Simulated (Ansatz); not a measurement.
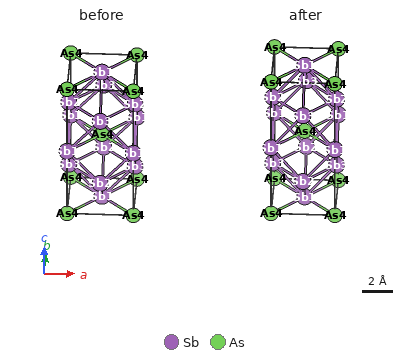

The structure of crystalline Sb3As (built on the TiAl3 (D0_22)_139 type) before (left) and after (right) a relaxation, at one scale.

The picture is a ball-and-stick view of the conventional cell (2 times the calculation's cell), seen from a free direction. Lengths and directions refer to the drawn axes.

Case: TiAl3 (D0_22) type (I4/mmm, No. 139).

Method: Ansatz 0.2.0, DFT PBE, scalar-relativistic, plane waves, PAW.

Input
```yaml
crystal:
  lattice:
    - [-2.2723601679, 2.2723601679, 5.075921414]
    - [2.2723601679, -2.2723601679, 5.075921414]
    - [2.2723601679, 2.2723601679, -5.075921414]
  atoms:
    - { symbol: Sb, position: [0.5, 0.5, 0.0] }
    - { symbol: Sb, position: [0.25, 0.75, 0.5] }
    - { symbol: Sb, position: [0.75, 0.25, 0.5] }
    - { symbol: As, position: [0.0, 0.0, 0.0] }
basis:
  ecutwfc: 420
kpoints:
  mp_grid: { grid: [14, 14, 14] }
hamiltonian:
  xc: pbe
scf:
  occupations: { method: gaussian, width: 0.1 }
output:
  forces: true
  stress: true
  eigenvalues: true
relax:
  adjacent_minimum: "off"
  f_tol: 0.01
  max_steps: 80
  cell: { stress_tol: 0.05 }
```

Launched with:
```bash
ansatz run input.yaml --threads 1 --pin off --max-ram 2560MiB --backend cpu --events-out ev --progress --plain --runs-dir out
```

Question: What changed between the two?

Answer: The atoms keep their places relative to the cell (all moves are under 0.005 Å). The drawn cell changes as follows: a = b 4.545 → 4.375 Å (−3.7 %), c 10.152 → 10.763 Å (+6.0 %); the volume changes by −1.8 %. Among the contacts that change: Sb1–As4 3.214 → 3.093 Å, Sb2–Sb3 3.214 → 3.093 Å, Sb1–Sb2 3.407 → 3.468 Å. The space group stays I4/mmm (No. 139). The energy falls by 65.7 meV per cell of the calculation in 5 accepted moves (6 points after the start). All forces vanish by symmetry, so only the cell relaxes. Pressure: −1.69 GPa at the start and 0.00 GPa at the end. At 1 point the geometry stayed and the basis and grid were re-selected for the new cell (energy shift of 0.4 meV per cell of the calculation at most each time). Cost: 2.7 min on 1 thread of Intel(R) Xeon(R) 6975P-C (Granite Rapids), on a shared host, peak memory 0.96 GiB.
